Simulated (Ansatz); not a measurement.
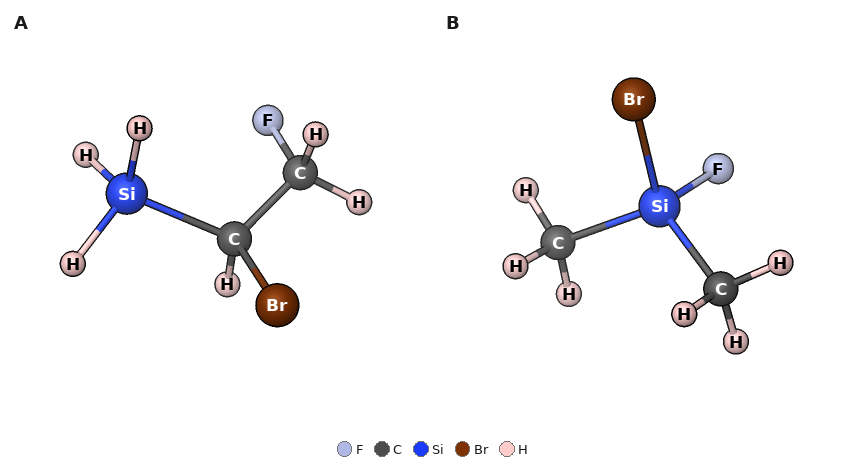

2 stationary structures of one formula. Geometries: PBE-D4/def2-SVP. Electronic energies: PBE-D4/def2-SVP (Ansatz 0.2.0), without zero-point energy. No frequency run is at hand to confirm each as a minimum. Each is one conformer, not always the lowest.

Question: Are they conformers, stereoisomers or constitutional isomers?

Answer: They are constitutional isomers of C2H6BrFSi: A `FC[C@H]([SiH3])Br`, B `C[Si](C)(F)Br`.

Question: Rank them by energy, lowest first.

Answer: B is lowest; A lies 396.9 kJ/mol above it.
